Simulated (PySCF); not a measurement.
## Electronic structure of C3H3F2N (SMILES [H]/N=C\C=C(F)F) in real space

```xyz
9

N     2.1286    0.3264    0.0273
C     0.9155    0.3850    0.3490
C    -0.2029   -0.2637   -0.3288
C    -1.4582   -0.1471    0.0810
F    -1.8647    0.5508    1.1269
F    -2.4990   -0.7193   -0.5037
H     2.3314   -0.2389   -0.7969
H     0.6674    0.9796    1.2226
H    -0.0045   -0.8668   -1.2026
```

Geometry: GFN2-xTB.

These are results of PBE0/def2-SVPD, SCF density, gas phase (PySCF), not measurements.

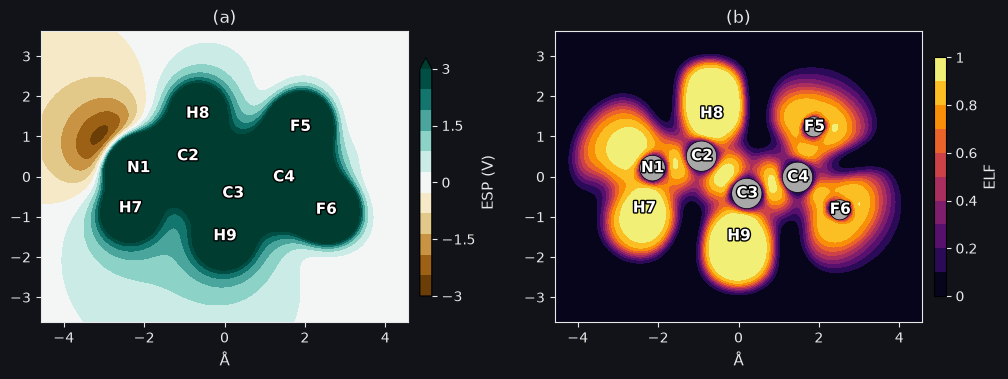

Figure 1. (a) molecular electrostatic potential; (b) ELF on the molecular plane. Grey discs cover the atomic cores in the ELF map.

### Interpret the plot.

- The plane passes through N, C, F and H nuclei.
- C–N (1.26 Å): the ELF peaks at about 0.90 between the atoms: a short, multiple covalent bond.
- C–F (1.32 Å): the ELF peaks at about 0.85 between the atoms; a polar covalent bond.
- C–C (1.33 Å): the ELF peaks at about 0.95 between the atoms: a multiple bond.
- N–H (1.02 Å): the ELF climbs to about 1 towards the hydrogen, as it does in any bond to H; an ordinary covalent bond to hydrogen.
- C–C (1.46 Å): the ELF peaks at about 0.95 between the atoms: a covalent bond.
- The ELF also peaks beside F6, N1 and F5, away from the bonds: lone-pair regions.
- Outside the dense part of the molecule the potential is most negative (−2.6 V) near N1.

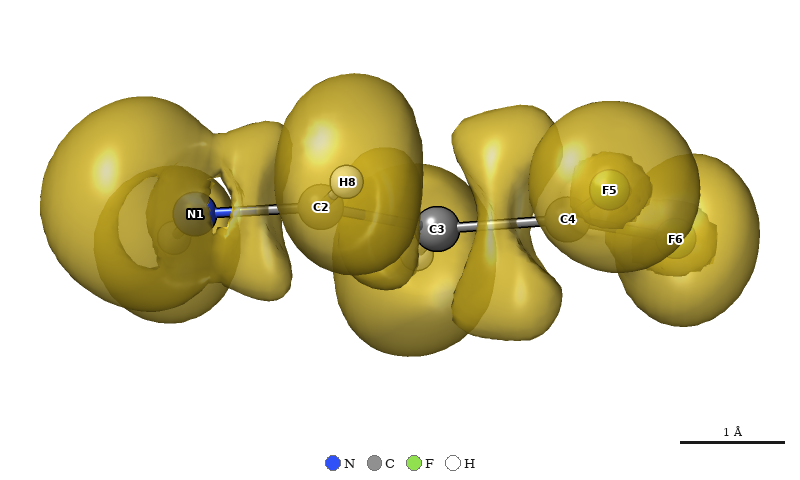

Figure 2. Isosurface of the electron localisation function at 0.75 (yellow), seen from one side. Only the valence region is drawn (cores and ρ < 0.01 e/Å³ removed).

### Where are the electrons localised?

The ELF exceeds this value in two regions between bonded C–C atoms (shared pairs), two regions around hydrogen nuclei, two regions on F in which the atom's valence shell and bonds are merged and one joined region spread over several atoms (H, N), in which their bonds and any lone pairs are merged.

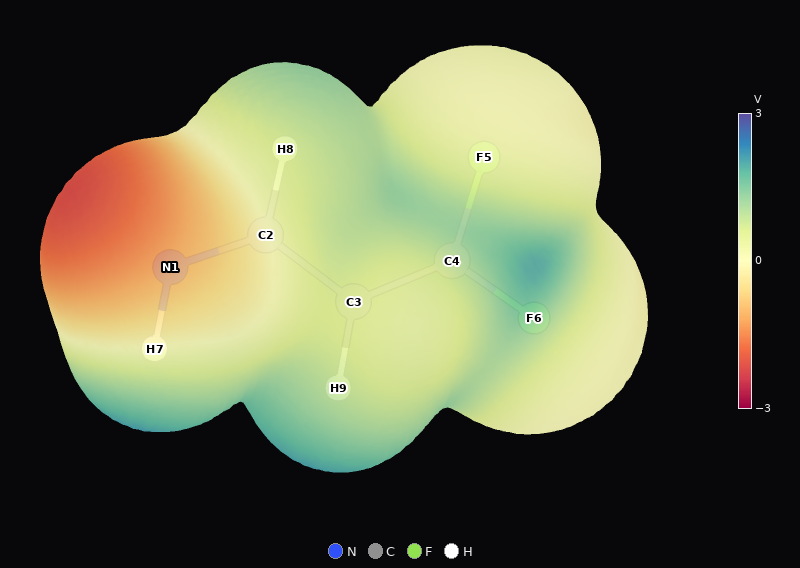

Figure 3. The electrostatic potential painted on the density surface at 0.004 e/bohr³, seen at a tilt; the colour scale runs from red (negative) to blue (positive).

### Which sites attract a positive test charge, and which a negative one?

A positive charge is drawn to the negative regions and a negative charge to the positive ones. The most negative region (about −2.2 V, or −51 kcal/mol for a unit charge) lies over N1, the most positive (about +2.1 V, or +48 kcal/mol for a unit charge) over H7 and H9. N1 is the likeliest acceptor of a hydrogen bond.

### How polar is the molecule by this calculation?

Its dipole moment is 1.80 D.
